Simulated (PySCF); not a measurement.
# CsAs (triplet): what the fields show

```yaml
atoms:
  - { symbol: Cs, position_ang: [0.0000, 0.0000, -1.2452] }
  - { symbol: As, position_ang: [0.0000, 0.0000, 2.2088] }
```

Core potentials replace the inner electrons of Cs.

Computed with PySCF 2.14.0, PBE0/def2-SVP, non-relativistic Hamiltonian with scalar-relativistic core potentials where named, at a bond length of 3.454 Å.

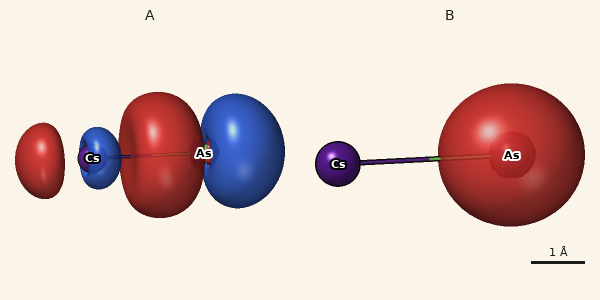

Figure 1. Two frontier β-spin orbitals, each drawn at the value that holds 80 % of its norm (red and blue are the two phases), in no order; of a degenerate pair one member is drawn.

Q: Label each orbital by symmetry, say whether it is occupied, and order them by energy.

A: Orbital B: σ, occupied in this spin, −11.47 eV; almost wholly on As.
Orbital A: σ, occupied in this spin, −3.24 eV; mainly on As (80 %).

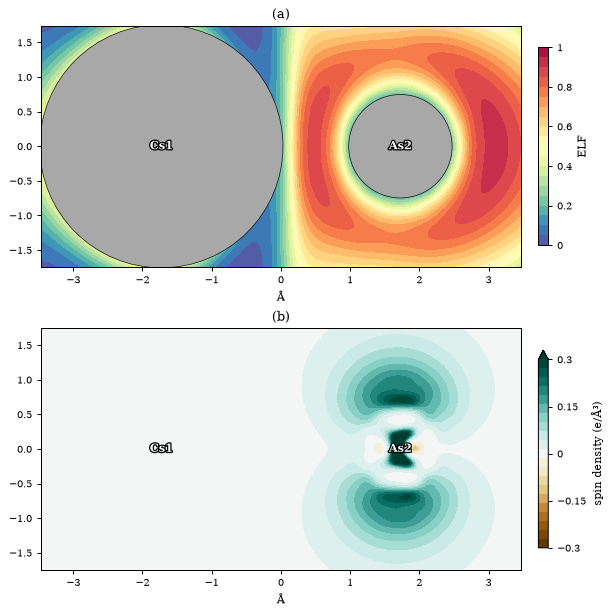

Figure 2. (a) electron localisation function; (b) spin density (α minus β) on a plane that holds the molecular axis. Grey discs cover the atomic cores in the ELF map.

Q: What does the map show?

A:
- The plane passes through Cs and As nuclei.
- Cs–As (3.45 Å): the ELF peaks at about 0.85 in the valence shell of As, 1.3 Å from its nucleus, and is about 0.20 at the midpoint.
- The unpaired spin (2 electrons) lies mostly on As2 (about 2.0), in electrons by Hirshfeld's partition.

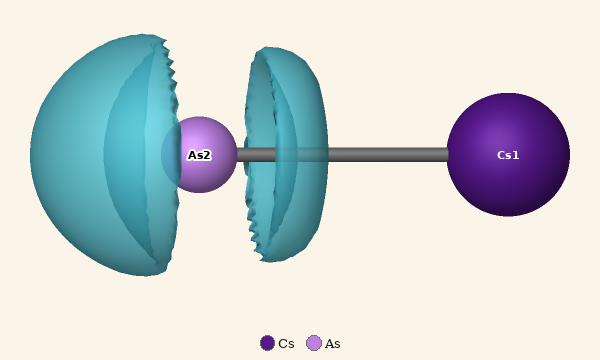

Figure 3. Isosurface of the ELF at 0.8 (cyan), seen from one side. Only the valence region is drawn (cores and ρ < 0.01 e/Å³ removed).

Q: What do the ELF domains correspond to?

A: The surface consists of one lobe of the valence shell of As pointing towards Cs and one lobe on As, pointing away from the bonds (non-bonding electrons).

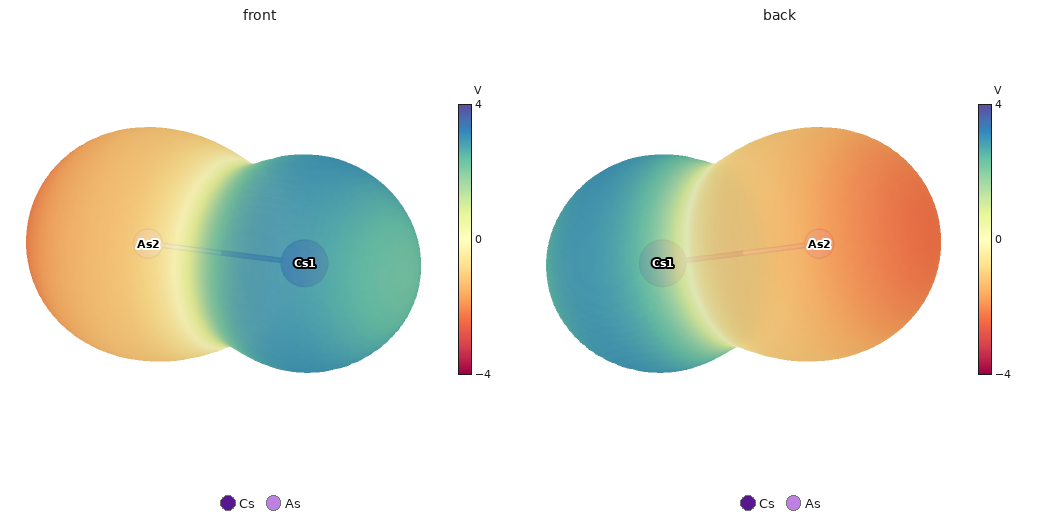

Figure 4. The electrostatic potential painted on the density surface at 0.002 e/bohr³, seen from the front and from behind; the colour scale runs from red (negative) to blue (positive).

Q: Describe the electrostatic potential map.

A: The most negative region (about −2.4 V) lies over As2, the most positive (about +3.0 V) over Cs1.
